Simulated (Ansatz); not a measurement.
**SiO2 (P3_221): converging the G0W0 gap**

Aim: see how the G0W0 gap of SiO2 (P3_221) on PBE moves with empty bands and screening cutoff, and what each rung costs.

Program: Ansatz 0.2.0. Level of theory: G0W0 on PBE, plane waves, PAW; PAW set soft_1. Results are calculated unless marked as measured.

## Step 1: The structure

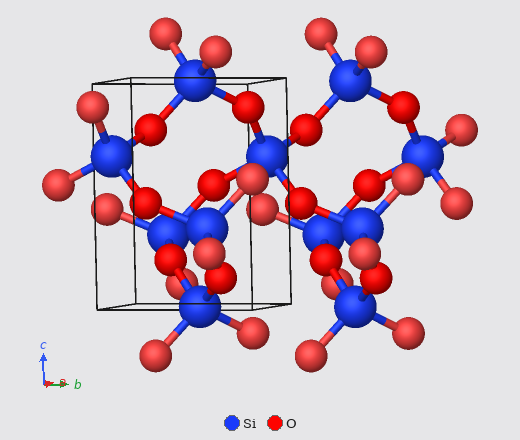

Start, viewed slightly off an axis; silicon blue, oxygen red. 1×2×1 cells are drawn. Some periodic images of atoms are drawn too.

The cell and positions come from the Crystallography Open Database and are kept as given unless a step says otherwise.

## Step 2: 102 empty bands, screening to 54 eV

Now the one-shot GW correction: screening in the RPA, then the self-energy of the levels asked for. This step takes PAW set soft_1 files.

The input, input.yaml:

```yaml
crystal:
  lattice:
    - [4.91636, 0.0, 0.0]
    - [-2.45818, 4.2576926541, 0.0]
    - [0.0, 0.0, 5.4084]
  atoms:
    - { symbol: Si, position: [0.46973, 0.0, 0.6666666667] }
    - { symbol: Si, position: [0.0, 0.46973, 0.3333333333] }
    - { symbol: Si, position: [0.53027, 0.53027, 0.0] }
    - { symbol: O, position: [0.41354, 0.26758, 0.78558] }
    - { symbol: O, position: [0.73242, 0.14596, 0.4522466667] }
    - { symbol: O, position: [0.85404, 0.58646, 0.1189133333] }
    - { symbol: O, position: [0.26758, 0.41354, 0.21442] }
    - { symbol: O, position: [0.14596, 0.73242, 0.5477533333] }
    - { symbol: O, position: [0.58646, 0.85404, 0.8810866667] }
kpoints:
  mp_grid: { grid: [6, 6, 4] }
hamiltonian:
  xc: pbe
  pseudopotentials: { kind: paw, azcp: { folder: soft_1 } }
scf:
  occupations: { method: fixed }
gw:
  n_empty_bands: 102
  ecut_chi: 54
  qp_bands: [v3, c3]
  qp_kpoints: band_edges
  screening: { model: contour_deformation }
```

The run is started by

```sh
$ ansatz run input.yaml --threads 3 --pin off --max-ram 92160MiB --backend cuda --events-out ev --progress --plain --runs-dir out --devices 1 --max-vram 13GiB
```

Numbers of over 12 decimals in the logs are rounded to 6 here.

Output:

```text
GPUs: using 1 of 1 available (devices: 1).
Engine: ansatz 0.2.0, x86_64-unknown-linux-gnu
Pseudopotentials: kind: paw
Pseudopotential: Si, paw, valence charge 4, recommended cutoff 420 eV (normal), soft_1/Si.paw.azcp
Pseudopotential: O, paw, valence charge 6, recommended cutoff 420 eV (normal), soft_1/O.paw.azcp
Functional definition: PBE
  parameter kappa = 0.804
  parameter beta = 0.066725
  exchange = pbe_x(kappa = kappa, mu = beta*pi^2/3)
  correlation = pbe_c(beta = beta)
device memory: the entry about to start is reckoned to put 1.3 GiB on a device that reports 65.3 GiB free (of which the cap on the GPU budget leaves the run 13.0 GiB)
GPU FFT provider: cuFFT
GPU libraries: cuBLAS 13.8.2, cuFFT 12.4.0, cuSOLVER 12.3.4
Crystal: 9 atoms, lattice volume = 113.211 Å³
Basis set: ecut = 420 eV, 2209 PW (Γ)
Bands: 33, of which v1, the nominal top of the filled ones, is band 24 counted from 1 (23 counted from 0)
Symmetry: 6 space group operations
Space group: P3221 (ITA 154), of the structure as read, at distance tolerance 4.8e-5 Å
k-points: 24 of 144 (time reversal used)
Non-local potential: Si, projectors of the file, l = 0: 2, l = 1: 2, l = 2: 1
Non-local potential: O, projectors of the file, l = 0: 2, l = 1: 2, l = 2: 1
PAW form: soft (Blöchl's): semilocal exchange-correlation on the pseudo side does not see the compensation charge
PAW one-centre angular grid: Si, 110 points (default); XC on 64 Gauss nodes
PAW one-centre angular grid: O, 110 points (default); XC on 64 Gauss nodes
Initial density: superposition of atomic densities (chi_scale 0.1, normalization cell, long waves kept (reshape's long-wave potential 0.01 eV rms))
Initial wavefunctions: pseudopotential atomic-orbital guess
GPU buffer pool allocated for 51840 grid points (all kernels)
GPU transforms: local potential and band sums: pruned to the plane-wave sphere, on 36×36×40
Functional: x = pbe(κ = 0.804, μ = 0.219515), c = pbe(β = 0.066725)
SCF iter   1: F=—  HF=-5327.301246 eV  |F-HF|=—  |Δ(HF+E_count)|=         —  Δρ=1.35e-1  dr2=1.82e1  ethr=3.10e-3  ⟨swp⟩=4.8  Hψ=3624  notcnv=0  defer=143
preconditioner: auto → Resta (q_TF=auto, 2.365 Å⁻¹)  ε∞=2.8  [insulator: Δε(μ)=7.394 eV  Ē_g=18.254 eV  n_scr=22 (ndim 8)  ℏωp=24.2 eV  f_vac=0.003  ε∞_Penn≈2.8]
SCF iter   2: F=—  HF=-5322.205491 eV  |F-HF|=—  |Δ(HF+E_count)|=    5.10e0  Δρ=4.35e-2  dr2=9.27e-1  ethr=3.10e-3  ⟨swp⟩=3.7  Hψ=2149  notcnv=0  defer=135
SCF iter   3: F=—  HF=-5322.143648 eV  |F-HF|=—  |Δ(HF+E_count)|=   6.18e-2  Δρ=2.16e-2  dr2=2.92e-1  ethr=1.93e-3  ⟨swp⟩=2.0  Hψ=820  notcnv=0  defer=162
SCF iter   4: F=—  HF=-5322.162607 eV  |F-HF|=—  |Δ(HF+E_count)|=   1.90e-2  Δρ=1.67e-3  dr2=2.39e-3  ethr=6.07e-4  ⟨swp⟩=3.0  Hψ=1398  notcnv=0  defer=160
SCF iter   5: F=—  HF=-5322.166944 eV  |F-HF|=—  |Δ(HF+E_count)|=   4.34e-3  Δρ=4.48e-4  dr2=2.01e-4  ethr=4.97e-6  ⟨swp⟩=3.2  Hψ=1403  notcnv=0  defer=166
SCF iter   6: F=—  HF=-5322.167093 eV  |F-HF|=—  |Δ(HF+E_count)|=   1.50e-4  Δρ=7.66e-5  dr2=8.94e-6  ethr=4.19e-7  ⟨swp⟩=2.0  Hψ=1250  notcnv=0  defer=166
SCF iter   7: F=—  HF=-5322.167110 eV  |F-HF|=—  |Δ(HF+E_count)|=   1.63e-5  Δρ=1.28e-5  dr2=1.38e-7  ethr=1.86e-8  ⟨swp⟩=2.0  Hψ=1408  notcnv=0  defer=161
SCF iter   8: F=-5322.167110 eV  HF=-5322.167110 eV  |F-HF|=8.16e-9  |Δ(HF+E_count)|=   4.23e-7  Δρ=2.68e-6  dr2=8.08e-9  ethr=2.08e-10  ⟨swp⟩=14.2  Hψ=3991  notcnv=0
SCF 1 converged in 8 iterations: F = -5322.167110 eV  dr2 = 8.08e-9
  greatest PAW one-centre occupation: 0.861 electrons in one spin orbital (limit 2), on the O atom at site 8 (counted from 0), in its partial waves of l = 0
device memory: the entry about to start is reckoned to put 1.4 GiB (of the 1.5 GiB reckoned in all, the device holds 0.1 GiB already) on a device that reports 62.3 GiB free (of which the cap on the GPU budget leaves the run 12.9 GiB)
NSCF: frozen V_eff on 24 k-points, pencils in batches of 32, up to order 132
the band table was solved once the SCF had ended and its energy, with any forces and stress, was formed, with the checks that follow a solve (3618 applications of the Hamiltonian). They found nothing against the state; the energy, forces and stress were not computed again (output.eigenvalues in the input reference)
device memory: the entry about to start is reckoned to put 4.1 GiB on a device that reports 62.2 GiB free (of which the cap on the GPU budget leaves the run 13.0 GiB)
NSCF: frozen V_eff on 24 k-points
G₀W₀ screening: q 1/24
[... further progress lines ...]
SCF converged after 8 iterations
Free energy (F): -5322.167110 eV
Harris-Foulkes:  -5322.167110 eV  (|F-HF|=8.16e-9)
Internal energy: -5322.167110 eV  (E = F + TS)
E sigma→0 (E₀):  -5322.167110 eV
Fermi energy:    2.505009 eV
--- Per-component energies (eV) ---
  E_band       = -206.884222
  E_kinetic    = 1169.978851
  E_local      = -2935.002211  (includes V_loc(G=0)·N_el)
  E_nonlocal   = 381.266300
  E_hartree    = 1074.942051
  E_xc         = -603.969359
  E_vxc        = -698.103937  (∫ρ·V_xc dr)
  E_paw        = -2519.090109  (= ΣΔE_a)
  E_vpaw       = -274.911463  (= ΣTr[D̂ρ^β])
  E_aug_tail   = 0.005008  (compensation charges beyond the density's cutoff)
  E_ewald      = -1890.297640
  E_smearing   = -0.000000  (= −TS)
  E_closure    = -0.000000  (closes the sum)
  Σ components = -5322.167110   (vs F -5322.167110, Δ=0.00e0)
--- Band table (eV; the first three rows and the last of 24) ---
  k-point 0: bands = [... 20 lower, 1.5021, 1.8187, 2.1901, 2.1901, 8.4978, 11.8262, 11.8262, 12.2813, ... 5 higher]
  k-point 1: bands = [... 20 lower, 1.4313, 1.9706, 2.2799, 2.4090, 9.0967, 11.6629, 11.7571, 11.7824, ... 5 higher]
  k-point 2: bands = [... 20 lower, 1.3000, 2.2895, 2.2895, 2.4143, 10.4511, 10.4511, 11.5718, 12.2627, ... 5 higher]
  k-point 23: bands = [... 20 lower, 1.5720, 1.7429, 1.9221, 1.9221, 11.5196, 12.3043, 12.3043, 12.6082, ... 5 higher]
--- G₀W₀: contour deformation, 5 samples at zero and on the imaginary axis and 2 off it, 144 q-points, 102 empty bands' worth ---
  eigenvalues of the whole cell's RPA ε∞ on this k-mesh (on a slab, of 1 + 4πα/V) = 2.3580, 2.3580, 2.3902; static W/v taken at q = 0 is 0.421715
  gw.qp_kpoints: band_edges: 23 of 24 stored k-points solved, in 1 pass; an edge of the gap read off the rows below is read off those points alone
    valence top: of the k-points left out ik 23 came nearest to being solved in a further pass, in band 24 (counted from 1, as in the quasiparticle table): it holds the edge there only if its correction is more favourable than any solved in that band by at least 0.583 eV; those differ by 0.073 eV
    conduction bottom: of the k-points left out ik 23 came nearest to being solved in a further pass, in band 25 (counted from 1, as in the quasiparticle table): it holds the edge there only if its correction is more favourable than any solved in that band by at least 3.022 eV; those differ by 0.902 eV
    ik  band        ε_KS         Σx   Σc(E_QP)       V_xc       Z   E_QP_lin       E_QP  E_QP is
     0    22      1.8187   -26.3950     4.5391   -20.3059  0.8158     0.2481     0.2686  root
     0    23      2.1901   -26.2848     4.4687   -20.3197  0.8176     0.6752     0.6937  root
     0    24      2.1901   -26.2848     4.4687   -20.3197  0.8176     0.6752     0.6937  root
     0    25      8.4978    -7.8425    -3.3224   -12.4215  0.8727     9.7624     9.7544  root
     0    26     11.8262    -6.6342    -3.5853   -11.9634  0.8634    13.5888    13.5701  root
     0    27     11.8262    -6.6342    -3.5853   -11.9634  0.8634    13.5888    13.5701  root
     1    22      1.9706   -26.5007     4.5311   -20.4459  0.8164     0.4274     0.4469  root
     1    23      2.2799   -26.5713     4.5108   -20.5773  0.8172     0.7785     0.7967  root
     1    24      2.4090   -26.7446     4.4978   -20.8031  0.8181     0.9484     0.9652  root
     1    25      9.0967    -8.2776    -3.2932   -12.9406  0.8693    10.4763    10.4665  root
     1    26     11.6629    -6.8588    -3.6425   -12.2497  0.8641    13.4300    13.4114  root
     1    27     11.7571    -8.0132    -3.5472   -13.3899  0.8590    13.6080    13.5865  root
     2    22      2.2895   -26.7683     4.5217   -20.7817  0.8174     0.8070     0.8246  root
     2    23      2.2895   -26.7683     4.5217   -20.7817  0.8174     0.8070     0.8246  root
     2    24      2.4143   -26.7572     4.5077   -20.7944  0.8177     0.9420     0.9592  root
     2    25     10.4511    -8.7172    -3.3434   -13.6612  0.8628    12.0667    12.0518  root
     2    26     10.4511    -8.7172    -3.3434   -13.6612  0.8628    12.0667    12.0518  root
     2    27     11.5718    -4.5876    -3.5662    -9.5654  0.8715    12.9949    12.9834  root
     3    22      1.7222   -26.2522     4.5381   -20.1474  0.8157     0.1344     0.1555  root
     3    23      2.2444   -26.4902     4.4962   -20.5131  0.8175     0.7454     0.7635  root
     3    24      2.2796   -26.4755     4.4840   -20.5154  0.8178     0.7857     0.8035  root
     3    25      8.9221    -8.1577    -3.3009   -12.7971  0.8703    10.2700    10.2607  root
     3    26     11.8024    -6.9003    -3.6328   -12.3227  0.8630    13.6118    13.5920  root
     3    27     11.8643    -6.8148    -3.6559   -12.2626  0.8628    13.6762    13.6562  root
[...]
21    26     11.4295    -8.5436    -3.5265   -13.8557  0.8591    13.2353    13.2151  root
    21    27     11.9267    -8.6560    -3.4583   -13.9434  0.8571    13.7775    13.7558  root
    22    22      1.9577   -26.4418     4.5236   -20.4060  0.8165     0.4263     0.4455  root
    22    23      1.9965   -26.5589     4.5353   -20.5248  0.8162     0.4789     0.4977  root
    22    24      2.3069   -26.5837     4.4934   -20.6233  0.8178     0.8224     0.8400  root
    22    25     11.4367    -9.8987    -3.7805   -15.7698  0.8550    13.5560    13.5273  root
    22    26     11.7413    -7.2968    -3.4481   -12.3425  0.8626    13.3549    13.3389  root
    22    27     12.1141    -8.5217    -3.5092   -13.8755  0.8570    13.9810    13.9587  root
```

It took 25 s on 1 × NVIDIA H100 80GB HBM3 (shared by 6 runs) with 3 threads of AMD EPYC 7R13 (Zen 3), shared host; peak memory 1.2 GiB; 36 s of CPU time.

The column dr2 measures how far the density is from self-consistency, as an energy; F and HF (Harris–Foulkes) agree once it is small.

Numbers from this step:

| Property | Result |
| --- | --- |
| bands summed | 126 |
| RPA ε∞ on this mesh (eigenvalues) | 2.358, 2.358, 2.390 |
| plane waves in the screening matrix | 97 |
| q-points in the mesh | 144 |
| G0W0 gap on the mesh | 8.673 eV |
| k of the valence top | 0.3333, 0.3333, 0 |
| k of the conduction bottom | 0, 0, 0 |
| starting gap on the mesh | 5.993 eV |
| Z at the valence top | 0.8185 |
| Z at the conduction bottom | 0.8727 |
| least direct G0W0 gap on the computed points | 9.061 eV |

The gap on the mesh goes from 5.99 eV to 8.67 eV, a correction of +2.68 eV. Between the two edge states, bare exchange in place of the xc potential would open the gap by 10.50 eV, and correlation takes back 7.82 eV.

## Step 3: 288 empty bands, screening to 108 eV

Bands and screening cutoff are moved together, since each hides the error of the other.

input.yaml: that of step 2 with these lines changed.

```diff
@@ -23,4 +23,4 @@
 gw:
-  n_empty_bands: 102
-  ecut_chi: 54
+  n_empty_bands: 288
+  ecut_chi: 108
   qp_bands: [v3, c3]
```

Output:

```text
GPUs: using 1 of 1 available (devices: 1).
[...]
GPU FFT provider: cuFFT
GPU libraries: cuBLAS 13.8.2, cuFFT 12.4.0, cuSOLVER 12.3.4
Crystal: 9 atoms, lattice volume = 113.211 Å³
Basis set: ecut = 420 eV, 2209 PW (Γ)
Bands: 33, of which v1, the nominal top of the filled ones, is band 24 counted from 1 (23 counted from 0)
Symmetry: 6 space group operations
[...]
k-points: 24 of 144 (time reversal used)
[...]
GPU buffer pool allocated for 51840 grid points (all kernels)
[...]
SCF iter   1: F=—  HF=-5327.301246 eV  |F-HF|=—  |Δ(HF+E_count)|=         —  Δρ=1.35e-1  dr2=1.82e1  ethr=3.10e-3  ⟨swp⟩=4.8  Hψ=3624  notcnv=0  defer=143
[...]
SCF iter   8: F=-5322.167110 eV  HF=-5322.167110 eV  |F-HF|=8.16e-9  |Δ(HF+E_count)|=   4.23e-7  Δρ=2.68e-6  dr2=8.08e-9  ethr=2.08e-10  ⟨swp⟩=14.2  Hψ=3991  notcnv=0
SCF 1 converged in 8 iterations: F = -5322.167110 eV  dr2 = 8.08e-9
[...]
NSCF: frozen V_eff on 24 k-points, pencils in batches of 32, up to order 132
[...]
NSCF: frozen V_eff on 24 k-points
G₀W₀ screening: q 1/24
[... further progress lines ...]
SCF converged after 8 iterations
Free energy (F): -5322.167110 eV
[...]
Internal energy: -5322.167110 eV  (E = F + TS)
E sigma→0 (E₀):  -5322.167110 eV
Fermi energy:    2.505009 eV
[...]
--- Band table (eV; the first three rows and the last of 24) ---
  k-point 0: bands = [... 20 lower, 1.5021, 1.8187, 2.1901, 2.1901, 8.4978, 11.8262, 11.8262, 12.2813, ... 5 higher]
  k-point 1: bands = [... 20 lower, 1.4313, 1.9706, 2.2799, 2.4090, 9.0967, 11.6629, 11.7571, 11.7824, ... 5 higher]
  k-point 2: bands = [... 20 lower, 1.3000, 2.2895, 2.2895, 2.4143, 10.4511, 10.4511, 11.5718, 12.2627, ... 5 higher]
  k-point 23: bands = [... 20 lower, 1.5720, 1.7429, 1.9221, 1.9221, 11.5196, 12.3043, 12.3043, 12.6082, ... 5 higher]
[...]
0    22      1.8187   -26.3950     4.3405   -20.3059  0.8077     0.0443     0.0701  root
     0    23      2.1901   -26.2848     4.2615   -20.3197  0.8093     0.4629     0.4866  root
     0    24      2.1901   -26.2848     4.2615   -20.3197  0.8093     0.4629     0.4866  root
     0    25      8.4978    -7.8425    -3.4031   -12.4215  0.8680     9.6805     9.6738  root
     0    26     11.8262    -6.6342    -3.8547   -11.9634  0.8592    13.3137    13.3007  root
     0    27     11.8262    -6.6342    -3.8547   -11.9634  0.8592    13.3137    13.3007  root
     1    22      1.9706   -26.5007     4.3302   -20.4459  0.8081     0.2213     0.2461  root
     1    23      2.2799   -26.5713     4.3040   -20.5773  0.8087     0.5666     0.5899  root
[...]
22    24      2.3069   -26.5837     4.2832   -20.6233  0.8092     0.6071     0.6297  root
    22    25     11.4367    -9.8986    -4.0159   -15.7698  0.8487    13.3136    13.2919  root
    22    26     11.7413    -7.2968    -3.6437   -12.3425  0.8580    13.1552    13.1433  root
    22    27     12.1141    -8.5217    -3.7320   -13.8755  0.8514    13.7524    13.7359  root
```

Run time: 53 s. Hardware: 1 × NVIDIA H100 80GB HBM3 (shared by 6 runs) with 3 threads; peak memory 1.7 GiB; 84 s of CPU time.

This step gave:

```
bands summed                                 : 312
RPA ε∞ on this mesh (eigenvalues)            : 2.347, 2.347, 2.376
plane waves in the screening matrix          : 303
q-points in the mesh                         : 144
G0W0 gap on the mesh                         : 8.806 eV
k of the valence top                         : 0.3333, 0.3333, 0
k of the conduction bottom                   : 0, 0, 0
starting gap on the mesh                     : 5.993 eV
Z at the valence top                         : 0.8096
Z at the conduction bottom                   : 0.8680
least direct G0W0 gap on the computed points : 9.187 eV
```

Against the run with 6×6×4 mesh, 102 empty bands, screening to 54 eV, PAW set soft_1 files, the gap moves by +0.13 eV.

## Step 4: 620 empty bands, screening to 180 eV

input.yaml: that of step 3 with these lines changed.

```diff
@@ -23,4 +23,4 @@
 gw:
-  n_empty_bands: 288
-  ecut_chi: 108
+  n_empty_bands: 620
+  ecut_chi: 180.0
   qp_bands: [v3, c3]
```

Output:

```text
GPUs: using 1 of 1 available (devices: 1).
[...]
GPU FFT provider: cuFFT
GPU libraries: cuBLAS 13.8.2, cuFFT 12.4.0, cuSOLVER 12.3.4
Crystal: 9 atoms, lattice volume = 113.211 Å³
Basis set: ecut = 420 eV, 2209 PW (Γ)
Bands: 33, of which v1, the nominal top of the filled ones, is band 24 counted from 1 (23 counted from 0)
Symmetry: 6 space group operations
[...]
k-points: 24 of 144 (time reversal used)
[...]
1    23      2.2799   -26.5713     4.0558   -20.5773  0.8049     0.3107     0.3418  root
[...]
22    24      2.3069   -26.5837     4.0329   -20.6233  0.8055     0.3491     0.3795  root
    22    25     11.4367    -9.8986    -4.1449   -15.7698  0.8468    13.1813    13.1629  root
    22    26     11.7413    -7.2968    -3.7519   -12.3425  0.8566    13.0450    13.0351  root
    22    27     12.1141    -8.5217    -3.8572   -13.8755  0.8498    13.6245    13.6107  root
[key lines of the parts left out:]
SCF converged after 8 iterations
Free energy (F): -5322.167110 eV
Fermi energy:    2.505009 eV
```

Wall time 1.8 min (1 × NVIDIA H100 80GB HBM3 (shared by 6 runs) with 3 threads); peak memory 3.3 GiB; 3.3 min of CPU time.

Numbers from this step:

* bands summed: 644
* RPA ε∞ on this mesh (eigenvalues): 2.334, 2.334, 2.366
* plane waves in the screening matrix: 635
* G0W0 gap on the mesh: 9.002 eV
* k of the valence top: 0.3333, 0.3333, 0
* k of the conduction bottom: 0, 0, 0
* starting gap on the mesh: 5.993 eV
* least direct G0W0 gap on the computed points: 9.371 eV

Against the run with 6×6×4 mesh, 288 empty bands, screening to 108 eV, PAW set soft_1 files, the gap moves by +0.20 eV.

## Step 5: Changing the k mesh: 3×3×2 mesh, 288 empty bands, screening to 108 eV, PAW set soft_1 files

A second mesh at equal bands and cutoff isolates the sampling error. Bands and cutoff differ from the step before, so it is read against an earlier run that matches them.

input.yaml: that of step 4 with these lines changed.

```diff
@@ -16,3 +16,3 @@
 kpoints:
-  mp_grid: { grid: [6, 6, 4] }
+  mp_grid: { grid: [3, 3, 2] }
 hamiltonian:
@@ -23,4 +23,4 @@
 gw:
-  n_empty_bands: 620
-  ecut_chi: 180.0
+  n_empty_bands: 288
+  ecut_chi: 108
   qp_bands: [v3, c3]
```

Output:

```text
GPUs: using 1 of 1 available (devices: 1).
[...]
GPU FFT provider: cuFFT
GPU libraries: cuBLAS 13.8.2, cuFFT 12.4.0, cuSOLVER 12.3.4
Crystal: 9 atoms, lattice volume = 113.211 Å³
Basis set: ecut = 420 eV, 2209 PW (Γ)
Bands: 33, of which v1, the nominal top of the filled ones, is band 24 counted from 1 (23 counted from 0)
Symmetry: 6 space group operations
[...]
k-points: 6 of 18 (time reversal used)
[...]
1    23      2.2897   -26.7958     4.3352   -20.7816  0.8083     0.5878     0.6107  root
[...]
4    24      2.5051   -26.8675     4.3017   -20.9210  0.8091     0.8389     0.8604  root
     4    25     11.4296    -8.5220    -3.7529   -13.8556  0.8529    13.0257    13.0103  root
     4    26     11.4296    -8.5220    -3.7529   -13.8556  0.8529    13.0257    13.0103  root
     4    27     11.9269    -8.6391    -3.6936   -13.9434  0.8508    13.5539    13.5375  root
[key lines of the parts left out:]
SCF converged after 8 iterations
Free energy (F): -5322.167423 eV
Fermi energy:    2.505111 eV
```

It took 15 s on 1 × NVIDIA H100 80GB HBM3 (shared by 6 runs) with 3 threads; peak memory 1.2 GiB.

Numbers from this step:

| Item | Value |
| --- | --- |
| bands summed | 312 |
| RPA ε∞ on this mesh (eigenvalues) | 2.350, 2.350, 2.378 |
| plane waves in the screening matrix | 303 |
| G0W0 gap on the mesh | 8.822 eV |
| k of the valence top | 0.3333, 0.3333, 0 |
| k of the conduction bottom | 0, 0, 0 |
| starting gap on the mesh | 5.993 eV |
| least direct G0W0 gap on the computed points | 9.202 eV |

Against the run with 6×6×4 mesh, 288 empty bands, screening to 108 eV, PAW set soft_1 files, the gap moves by +0.016 eV.

[end of part 1 of 2]

[Paths, hosts, dates, memory and timing lines, banners, echoed tables and standing remarks are left out of the program output.]

[Logs are printed without paths, hosts, clocks, repeated set-up lines and the standing remarks that a program may print on its own settings, such as how far it seeks lower states.]

[Runs of the session that timed out or met a known fault of the program may be left out.]

[Cells called generated may have been cut or substituted from an entry of the Crystallography Open Database or the Materials Project.]

[Hosts, paths, dates, database ids (printed as entryN), source tags and the programs' standing remarks are cut or masked in the printed files.]
